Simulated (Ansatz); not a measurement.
**C$_{2}$H$_{5}$FO$_{2}$SSn: density, localisation and related maps**

```xyz
12

O    -0.7575   -2.0918   -1.2026
Sn    0.1198   -0.8137    0.0717
S     1.5076   -2.1123    1.6025
C    -0.9616    1.0845    0.2537
C     0.3412    1.7247   -0.2650
F     1.0264    2.2328    0.8546
O     1.0961    0.7626   -0.9013
H    -0.1048   -2.7268   -1.5588
H     0.7383   -3.2196    1.3896
H    -1.3241    1.4477    1.2322
H    -1.7749    1.0607   -0.4982
H     0.1706    2.5960   -0.9447
```

Core potentials replace the inner electrons of Sn.

All numbers below come from RKS PBE/def2-SVP in Ansatz 0.2.0.

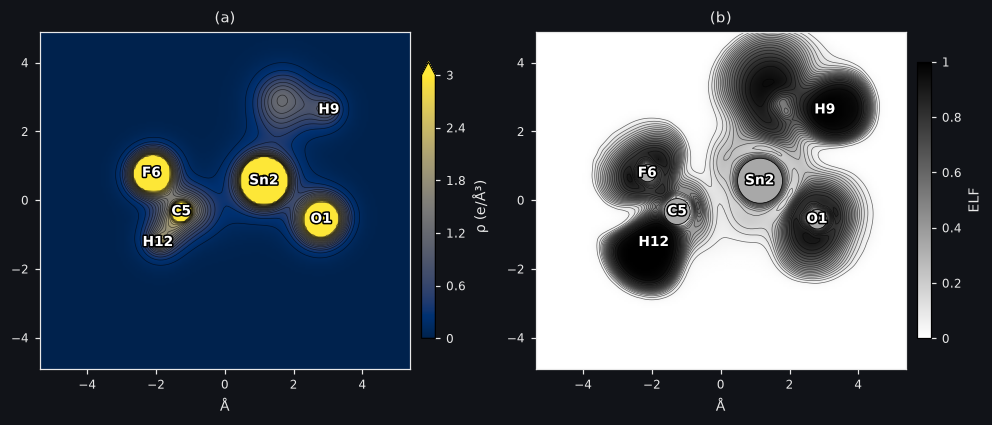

Figure 1. (a) electron density; (b) electron localisation function on the plane of atoms Sn2, C5 and F6. Grey discs cover the atomic cores in the ELF map.

**What do the fields say about this system?**

Atoms in the plane: O, Sn, C, F and H. C–F (1.41 Å): ρ at the midpoint is about 1.9 e/Å³, with its minimum of 1.6 e/Å³ about 0.5 Å from C; the ELF peaks at about 0.80 between the atoms; a shared but strongly polarised pair. Sn–O (2.01 Å): ρ at the midpoint is about 0.7 e/Å³; the ELF peaks at about 0.85 in the valence shell of O, 0.6 Å from its nucleus, and drops to about 0.15 between the two atoms. The ELF also peaks beside O1, F6 and S3, away from the bonds: lone-pair regions.

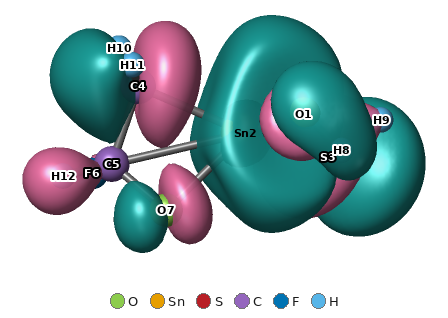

Figure 2. The LUMO at ±0.06 Å⁻³ᐟ² (teal and pink are the two phases), seen from one side.

**Where does this orbital lie, and at what energy?**

Its weight (Hirshfeld) is mainly on Sn2 (about 30 %), S3 (about 25 %), C4 (about 15 %) and O1 (about 10 %). Its energy is −2.79 eV.

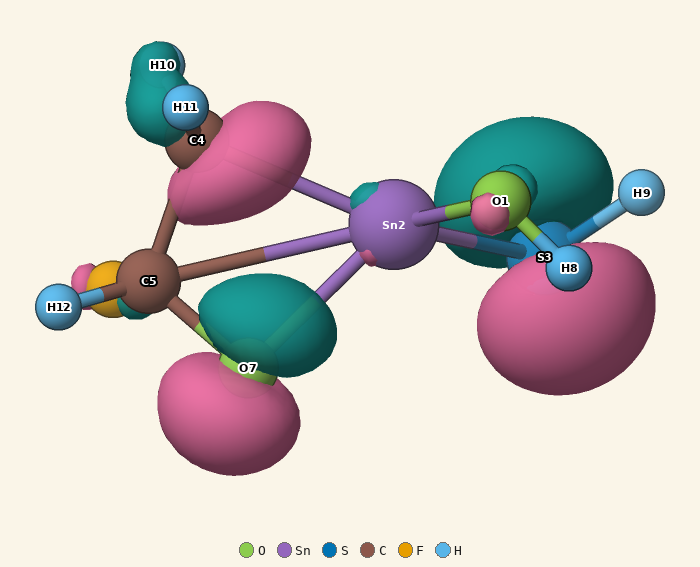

Figure 3. The HOMO at ±0.15 Å⁻³ᐟ² (teal and pink are the two phases), seen from one side.

**Describe this orbital and give its energy.**

It lies mainly on S3 (about 45 %), O7 (about 30 %), C4 (about 10 %) and Sn2 (about 5 %); largely a combination of lone pairs on S3 and O7. Its energy is −6.44 eV.
